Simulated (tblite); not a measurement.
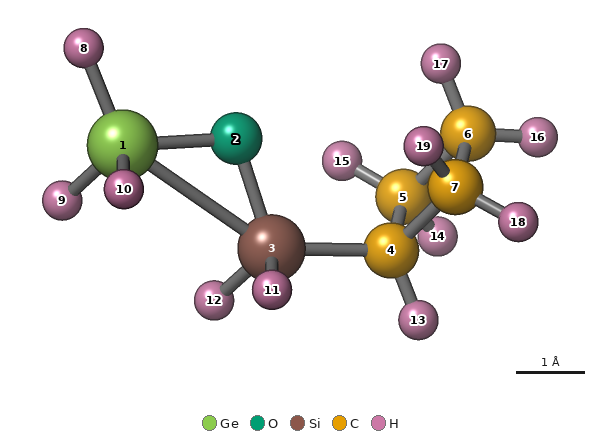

Figure 1. The input geometry (ball-and-stick view, seen at a tilt; atoms are numbered from 1 in the order of the input). Sticks mark near contacts.

# Geometry relaxation, with input and output: C4H12GeOSi

C4H12GeOSi, computed with GFN2-xTB geometry optimisation, gas phase (tblite 0.8.0).

It belongs to a series of runs on one base structure; here: constitutional isomer.

## Log
```
step      E/eV     max force
  0    -610.41055    2.109
  1    -610.56989    1.504
  2    -610.69726    0.948
  3    -610.74867    0.818
  4    -610.79458    0.333
  5    -610.80687    0.297
  6    -610.82834    0.254
  7    -610.83609    0.211
  8    -610.84487    0.173
  9    -610.85238    0.164
 10    -610.86128    0.209
 11    -610.87028    0.248
 12    -610.88185    0.254
 13    -610.89593    0.240
 14    -610.90986    0.231
 15    -610.91996    0.207
 16    -610.92630    0.150
 17    -610.93080    0.152
 18    -610.93502    0.163
 19    -610.93987    0.182
 20    -610.94560    0.174
 21    -610.95136    0.180
 22    -610.95562    0.142
 23    -610.95837    0.138
 24    -610.96109    0.153
 25    -610.96501    0.164
 26    -610.96984    0.194
 27    -610.97405    0.137
 28    -610.97668    0.112
 29    -610.97838    0.103
 30    -610.97994    0.090
 31    -610.98154    0.093
 32    -610.98299    0.098
 33    -610.98445    0.103
 34    -610.98638    0.122
 35    -610.98911    0.129
 36    -610.99236    0.144
 37    -610.99531    0.116
 38    -610.99769    0.107
 39    -610.99992    0.105
 40    -611.00228    0.166
 41    -611.00506    0.163
 42    -611.00941    0.185
 43    -611.01319    0.194
 44    -611.01813    0.210
 45    -611.02304    0.159
 46    -611.02688    0.164
 47    -611.02919    0.123
 48    -611.03088    0.091
 49    -611.03262    0.097
 50    -611.03389    0.171
 51    -611.03591    0.165
 52    -611.03748    0.111
 53    -611.03873    0.028
 54    -611.03893    0.027
 55    -611.03909    0.028
 56    -611.03924    0.035
 57    -611.03951    0.040
 58    -611.03980    0.036
 59    -611.04003    0.033
 60    -611.04019    0.029
 61    -611.04036    0.029
 62    -611.04060    0.034
 63    -611.04094    0.050
 64    -611.04137    0.066
 65    -611.04207    0.079
 66    -611.04308    0.150
 67    -611.04382    0.347
 68    -611.04203    0.189
 69    -611.04772    0.119
 70    -611.05082    0.182
 71    -611.05218    0.291
 72    -611.05604    0.136
 73    -611.05878    0.114
 74    -611.06149    0.108
 75    -611.06424    0.181
 76    -611.06763    0.127
 77    -611.06999    0.146
 78    -611.07099    0.084
 79    -611.07206    0.058
 80    -611.07271    0.054
 81    -611.07347    0.059
 82    -611.07394    0.055
 83    -611.07442    0.047
 84    -611.07486    0.051
 85    -611.07537    0.065
 86    -611.07589    0.076
 87    -611.07648    0.074
 88    -611.07713    0.091
 89    -611.07794    0.087
 90    -611.07907    0.106
 91    -611.08080    0.148
 92    -611.08336    0.159
 93    -611.08660    0.119
 94    -611.08995    0.110
 95    -611.09284    0.128
 96    -611.09511    0.108
 97    -611.09705    0.082
 98    -611.09867    0.068
 99    -611.09966    0.072
100    -611.10025    0.087
101    -611.10090    0.063
102    -611.10178    0.053
103    -611.10253    0.054
104    -611.10317    0.039
105    -611.10335    0.019
106    -611.10341    0.013
107    -611.10343    0.010
```

## Trajectory as extended XYZ (Å, eV, eV/Å), 6 of the 108 frames kept, from step=0 to step=107
```
19
Properties=species:S:1:pos:R:3:forces:R:3 step=0 energy=-610.41055
Ge    3.2629    0.5454    0.0185    0.5010   0.5040   0.1940
O     1.4694    0.6897    0.1534    0.4180  -1.9630  -0.6470
Si    0.8666   -0.8409   -0.3418   -0.2410   0.9120   0.1490
C    -1.0245   -0.8139   -0.2476    0.4530  -0.7420   0.2150
C    -1.5622   -0.3433    1.1136   -0.1140  -0.0200   0.3310
C    -2.2111    0.8542    0.4173   -0.2160   0.7690   0.4600
C    -1.6687    0.3830   -0.9273   -0.5630   0.2810  -0.6790
H     3.9098    1.8895    0.4641   -0.4620  -0.4690  -0.1440
H     3.7821   -0.5903    0.9388   -0.3060   0.4100  -0.3620
H     3.6453    0.2615   -1.4485   -0.2100   0.0630   0.4890
H     1.2453   -1.1023   -1.7407    0.0760   0.0660   0.0790
H     1.3655   -1.9092    0.5288    0.0920   0.0490   0.0550
H    -1.4856   -1.7828   -0.5468    0.5510   0.5970   0.0870
H    -2.3107   -1.0399    1.5296    0.5940   0.3260   0.2270
H    -0.7821   -0.0281    1.8380   -0.6240  -0.5440  -0.2520
H    -3.3194    0.8308    0.4825    0.7040   0.4500   0.0480
H    -1.7574    1.8246    0.7429   -0.8010  -0.6710  -0.2150
H    -2.4845    0.0758   -1.6200    0.7470   0.5160   0.0880
H    -0.9505    1.1054   -1.3625   -0.5990  -0.5330  -0.1230
19
Properties=species:S:1:pos:R:3:forces:R:3 step=21 energy=-610.95136
Ge    3.3969    0.5875    0.0266   -0.0880  -0.0370  -0.0180
O     1.6668    0.3284    0.0260    0.0470  -0.1210  -0.0420
Si    0.8510   -1.0189   -0.4076    0.1290   0.0020  -0.0170
C    -1.0135   -0.7527   -0.2134    0.1380  -0.1040  -0.0510
C    -1.5924   -0.2889    1.1383    0.0560  -0.0880  -0.0230
C    -2.2467    0.9104    0.4437   -0.0100   0.0120  -0.0050
C    -1.7027    0.4380   -0.9095    0.0360  -0.0680  -0.0560
H     3.5071    1.9873    0.5163    0.0430   0.0800   0.0300
H     4.0186   -0.4343    0.9285   -0.0180   0.0310   0.0570
H     3.8983    0.3843   -1.3708   -0.0260   0.0560  -0.0180
H     1.1979   -1.3328   -1.8051   -0.0830   0.0220   0.0440
H     1.3187   -2.1312    0.4381   -0.0850   0.0420  -0.0080
H    -1.4552   -1.7010   -0.5273   -0.0700   0.0140   0.0130
H    -2.2918   -1.0064    1.5612   -0.0840   0.0220   0.0700
H    -0.8660   -0.0323    1.9064    0.0740   0.0330  -0.0660
H    -3.3315    0.9307    0.5097   -0.0650   0.0340   0.0130
H    -1.8552    1.8723    0.7648    0.0020   0.0330   0.0080
H    -2.4642    0.1239   -1.6210   -0.0740   0.0560  -0.0110
H    -1.0457    1.1450   -1.4123    0.0800  -0.0180   0.0790
19
Properties=species:S:1:pos:R:3:forces:R:3 step=43 energy=-611.01319
Ge    3.3110    0.6619    0.0574   -0.1050   0.0910   0.0150
O     1.6926    0.0427   -0.0732    0.0450  -0.0450  -0.0270
Si    0.7869   -1.2462   -0.4852   -0.1880  -0.0300   0.0370
C    -1.0422   -0.8116   -0.2316   -0.1050   0.0960  -0.0090
C    -1.4880   -0.2611    1.1384   -0.0170   0.0060   0.0230
C    -2.1719    0.9278    0.4461    0.0780  -0.0540  -0.0480
C    -1.5971    0.4640   -0.9022   -0.0060   0.0130  -0.0060
H     3.0763    2.0523    0.5611    0.0280  -0.0220  -0.0050
H     4.0696   -0.1931    1.0238   -0.0070  -0.0360   0.0410
H     3.9496    0.6341   -1.2984   -0.0320  -0.0100  -0.0300
H     0.9873   -1.5383   -1.9074    0.1160  -0.0480   0.0110
H     1.1158   -2.3647    0.4072    0.0980   0.0040  -0.0750
H    -1.6407   -1.6823   -0.5121    0.0490   0.0230   0.0180
H    -2.1501   -0.9149    1.7023   -0.0300  -0.0190   0.0200
H    -0.6599    0.0258    1.7833    0.0160   0.0490  -0.0110
H    -3.2634    0.8968    0.4913    0.1470   0.0160   0.0060
H    -1.8265    1.9076    0.7766   -0.0720  -0.0420  -0.0130
H    -2.3342    0.2873   -1.6842   -0.0030   0.0030  -0.0050
H    -0.8249    1.1210   -1.3007   -0.0120   0.0050   0.0580
19
Properties=species:S:1:pos:R:3:forces:R:3 step=64 energy=-611.04137
Ge    3.1030    0.7251    0.0901   -0.0200   0.0070   0.0030
O     1.7195   -0.2655   -0.1834    0.0480   0.0140  -0.0030
Si    0.7086   -1.4778   -0.5637    0.0060   0.0200   0.0040
C    -1.0422   -0.8213   -0.2382    0.0000  -0.0280   0.0200
C    -1.3476   -0.2041    1.1427    0.0080  -0.0120   0.0210
C    -2.0756    0.9533    0.4491    0.0150   0.0060  -0.0040
C    -1.4546    0.5186   -0.8841   -0.0010  -0.0500  -0.0040
H     2.5535    2.0341    0.5832   -0.0060  -0.0530  -0.0210
H     3.9425    0.0311    1.1221   -0.0030   0.0010   0.0040
H     3.8194    0.8602   -1.2221   -0.0130   0.0010   0.0050
H     0.8994   -1.8066   -1.9792    0.0050   0.0160  -0.0030
H     1.0234   -2.6189    0.3001    0.0010   0.0080   0.0130
H    -1.7715   -1.5995   -0.4733   -0.0160   0.0370  -0.0040
H    -1.9364   -0.8135    1.8265   -0.0200  -0.0040  -0.0150
H    -0.4456    0.1243    1.6575    0.0060   0.0150  -0.0070
H    -3.1593    0.8399    0.4657    0.0240  -0.0160  -0.0080
H    -1.8235    1.9550    0.7925    0.0060   0.0160   0.0080
H    -2.1312    0.4483   -1.7345    0.0240   0.0360  -0.0080
H    -0.5915    1.1266   -1.1583   -0.0640  -0.0150   0.0000
19
Properties=species:S:1:pos:R:3:forces:R:3 step=86 energy=-611.07589
Ge    2.8177    0.7334    0.1083   -0.0370   0.0260   0.0320
O     1.9566   -0.6922   -0.3460    0.0150   0.0140   0.0000
Si    0.6812   -1.6561   -0.6271    0.0080   0.0020   0.0100
C    -0.9643   -0.7910   -0.2327    0.0070  -0.0580   0.0490
C    -1.1772   -0.1388    1.1494    0.0010   0.0040  -0.0050
C    -1.9540    0.9859    0.4542    0.0140  -0.0020   0.0180
C    -1.2863    0.5777   -0.8626    0.0170  -0.0300  -0.0040
H     1.8249    1.7791    0.5282    0.0060   0.0100   0.0010
H     3.7068    0.3161    1.2419   -0.0160   0.0010  -0.0180
H     3.5850    1.1425   -1.1123   -0.0070  -0.0040   0.0000
H     0.7525   -1.9809   -2.0540   -0.0090  -0.0130   0.0180
H     0.8738   -2.8044    0.2625   -0.0150  -0.0010  -0.0270
H    -1.7910   -1.4777   -0.4284    0.0050  -0.0170  -0.0220
H    -1.7054   -0.7234    1.9022    0.0100   0.0170  -0.0370
H    -0.2377    0.2236    1.5723   -0.0160  -0.0190   0.0050
H    -3.0239    0.7803    0.4378    0.0020   0.0400   0.0220
H    -1.7893    2.0033    0.8063    0.0190  -0.0060   0.0020
H    -1.9005    0.5777   -1.7605   -0.0200   0.0120  -0.0080
H    -0.3789    1.1543   -1.0469    0.0160   0.0230  -0.0350
19
Properties=species:S:1:pos:R:3:forces:R:3 step=107 energy=-611.10343
Ge    2.6072    0.8143    0.1494   -0.0020   0.0040  -0.0020
O     1.9224   -0.6978   -0.3440    0.0050   0.0050   0.0060
Si    0.6815   -1.7021   -0.6411    0.0010  -0.0010  -0.0030
C    -0.9733   -0.8535   -0.2504   -0.0010   0.0070  -0.0060
C    -1.1384   -0.1991    1.1368   -0.0030   0.0050   0.0010
C    -1.7170    1.0524    0.4651    0.0000   0.0050  -0.0070
C    -1.2459    0.5217   -0.8945   -0.0010   0.0040  -0.0020
H     1.5160    1.7673    0.5389    0.0020  -0.0060   0.0020
H     3.4955    0.4740    1.3068   -0.0020  -0.0010   0.0020
H     3.3717    1.2997   -1.0443    0.0000  -0.0020  -0.0020
H     0.7688   -2.0220   -2.0669   -0.0030  -0.0030  -0.0010
H     0.8879   -2.8528    0.2396    0.0020   0.0000   0.0010
H    -1.8024   -1.5348   -0.4482   -0.0020  -0.0020  -0.0010
H    -1.7921   -0.7161    1.8372    0.0010  -0.0030   0.0040
H    -0.1821   -0.0062    1.6270   -0.0020   0.0020  -0.0020
H    -2.8023    1.1058    0.5417    0.0100   0.0000   0.0000
H    -1.2959    2.0069    0.7797   -0.0020  -0.0090   0.0050
H    -1.9780    0.5393   -1.7005    0.0030  -0.0010   0.0050
H    -0.3334    1.0124   -1.2397   -0.0070  -0.0060   0.0010
```

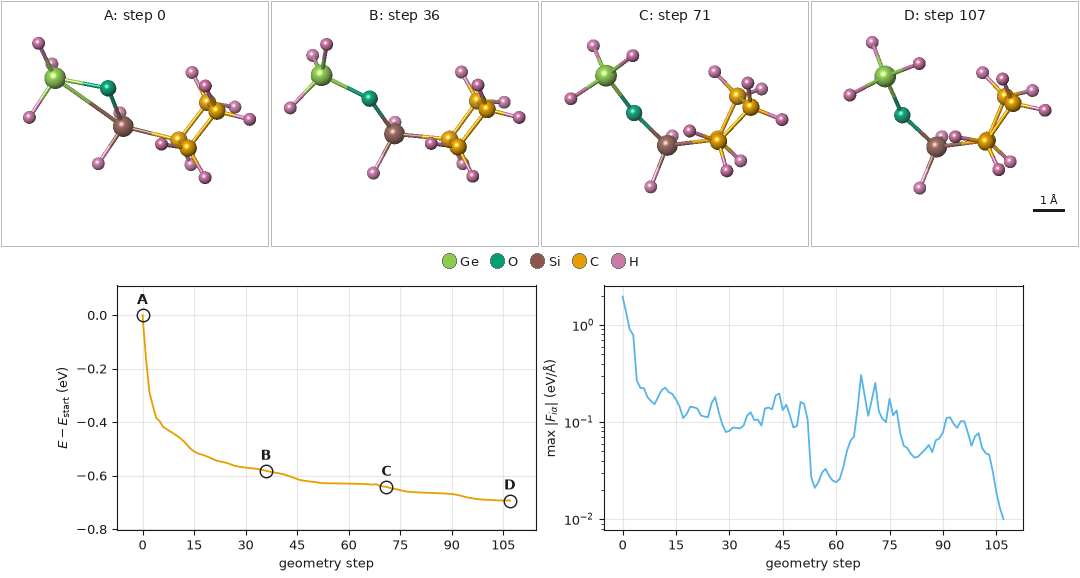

Figure 2. Frames of the relaxation (ball-and-stick view, seen at a tilt) above the curves, on which the letters mark them (steps are counted from 0).

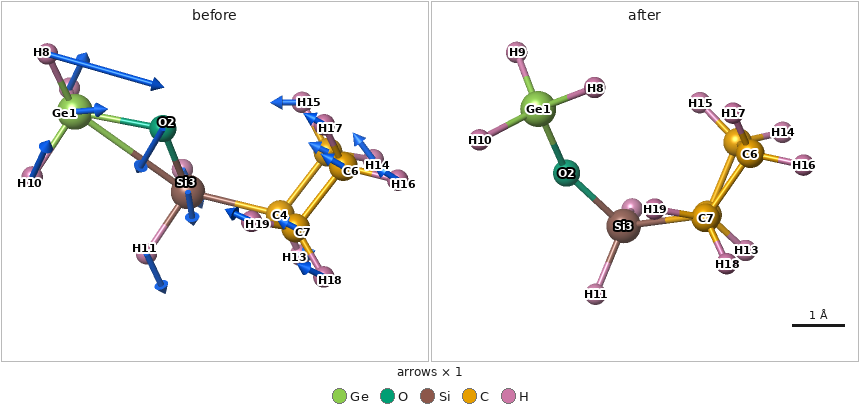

Figure 3. Before (left) and after (right) the relaxation, at one scale (ball-and-stick view, seen at a tilt). The blue arrows give the displacements, at true length. After 107 geometry steps the energy has fallen by 0.693 eV. Largest force component: 2 eV/Å at the start, 0.01 eV/Å at the end. The largest move after the best rigid fit is that of H8, 2.41 Å. Largest moves by element: H 2.41 Å, O 1.53 Å, Si 0.92 Å, Ge 0.74 Å, C 0.52 Å. Among the contacts that change: Ge1–Si3 2.792 → 3.266 Å, O2–Si3 1.718 → 1.624 Å, Ge1–O2 1.804 → 1.732 Å, Ge1–H8 1.557 → 1.500 Å. Among the angles that change: Ge1–O2–Si3 104.8° → 153.4°, O2–Si3–H12 111.0° → 105.6°, O2–Ge1–H9 110.3° → 104.8°. (Atoms are counted from 1 in the order of the input.)

The run was set up as follows.

## Input
```
{"job": {"kind": "relax", "xc": "GFN2-xTB", "basis": "xTB"}, "charge": 0, "multiplicity": 1}
Ge     3.262900     0.545400     0.018500
O      1.469400     0.689700     0.153400
Si     0.866600    -0.840900    -0.341800
C     -1.024500    -0.813900    -0.247600
C     -1.562200    -0.343300     1.113600
C     -2.211100     0.854200     0.417300
C     -1.668700     0.383000    -0.927300
H      3.909800     1.889500     0.464100
H      3.782100    -0.590300     0.938800
H      3.645300     0.261500    -1.448500
H      1.245300    -1.102300    -1.740700
H      1.365500    -1.909200     0.528800
H     -1.485600    -1.782800    -0.546800
H     -2.310700    -1.039900     1.529600
H     -0.782100    -0.028100     1.838000
H     -3.319400     0.830800     0.482500
H     -1.757400     1.824600     0.742900
H     -2.484500     0.075800    -1.620000
H     -0.950500     1.105400    -1.362500
```

The first line tells a small driver script what to run in tblite; the rest is the geometry in Å.

Launch command:
```bash
OMP_NUM_THREADS=1 python <driver script> task.json out
```

## Key numbers

- outcome: converged
- total energy: −611.1034 eV
- hardware: 1 CPU thread, shared host
- wall time: 1.6 s
- peak memory: 0.18 GiB
